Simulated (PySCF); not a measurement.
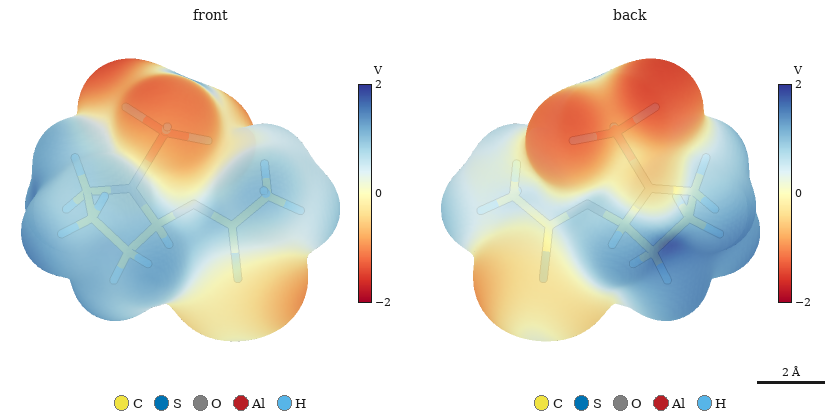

Figure 1: C$_{6}$H$_{13}$AlO$_{2}$S. The electrostatic potential painted on the density surface at 0.002 e/bohr³, seen from the front and from behind; the colour scale runs from red (negative) to blue (positive).

Geometry: GFN2-xTB.

Theory: PBE0/pcSseg-1, SCF density, gas phase, non-relativistic (PySCF).

```csv
atom,x (Å),y (Å),z (Å)
C,3.1417,-0.0104,0.5558
C,1.9143,-0.8453,0.5302
S,1.8092,-2.3746,1.0807
O,0.8832,-0.1953,-0.0083
C,-0.3311,-0.8514,-0.2734
C,-1.2793,-0.8937,0.9334
C,-2.1567,0.3354,0.7002
C,-2.2282,0.3659,-0.8196
O,-0.9257,-0.0316,-1.2376
Al,0.3634,1.3521,-1.8261
H,3.1834,0.5659,-0.3699
H,3.0907,0.6950,1.3854
H,4.0227,-0.6333,0.6729
H,-0.1115,-1.8525,-0.6793
H,-1.8690,-1.8096,0.9082
H,-0.7222,-0.8626,1.8678
H,-3.1333,0.2495,1.1680
H,-1.6520,1.2324,1.0590
H,-2.4119,1.3549,-1.2416
H,-2.9608,-0.3536,-1.2061
H,1.5525,0.4815,-2.3826
H,0.5184,2.2899,-0.5645
H,-0.7024,1.8183,-2.8836
```

> Which sites attract a positive test charge, and which a negative one?

A positive charge is drawn to the negative regions and a negative charge to the positive ones. The most negative region (about −1.4 V) lies over H23, the most positive (about +1.7 V) over C5, C6 and C8.
